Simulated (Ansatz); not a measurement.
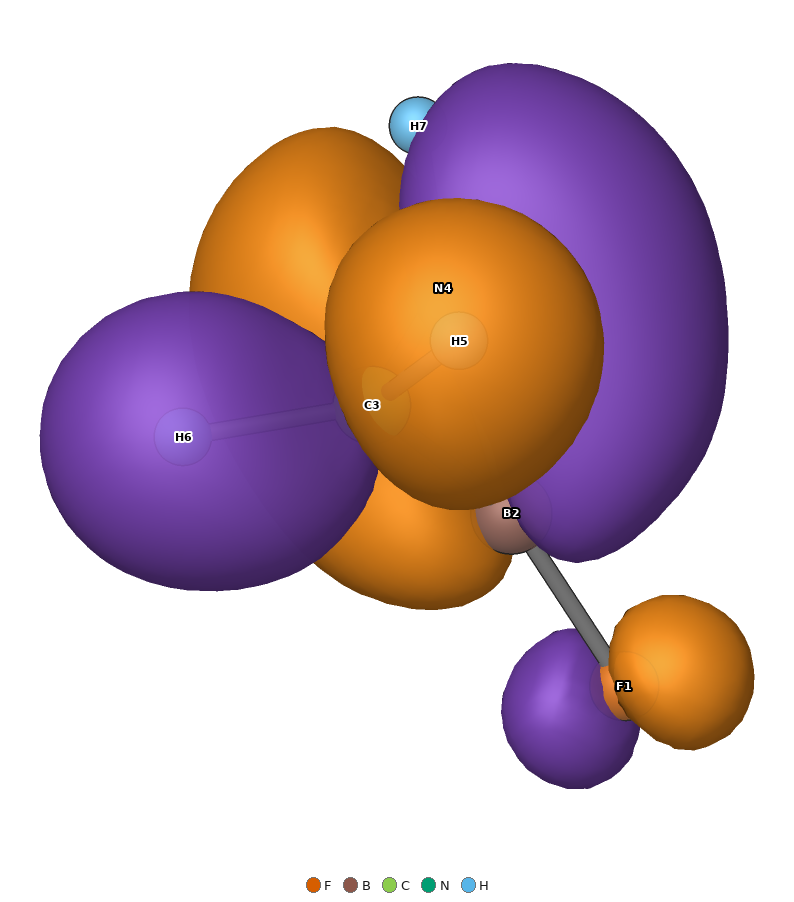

Figure 1: CH3BFN. The HOMO at ±0.1 Å⁻³ᐟ² (orange and purple are the two phases), seen at an oblique angle.

These are results of Ansatz, UKS CAM-B3LYP/cc-pVDZ, not measurements.

```xyz
7

F    -1.0473   -1.9185    0.5597
B    -0.4377   -0.8025    0.1902
C     0.4045    0.4693    0.4503
N    -0.1697   -0.0003   -0.8559
H     1.4992    0.4356    0.5357
H    -0.0364    1.3837    0.8701
H    -0.1515    0.3647   -1.7958
```

### What is the character of this orbital?

It lies mainly on N4 (about 55 %), C3 (about 15 %), B2 (about 10 %), H5 (about 5 %) and H6 (about 5 %). Its energy is −8.95 eV.
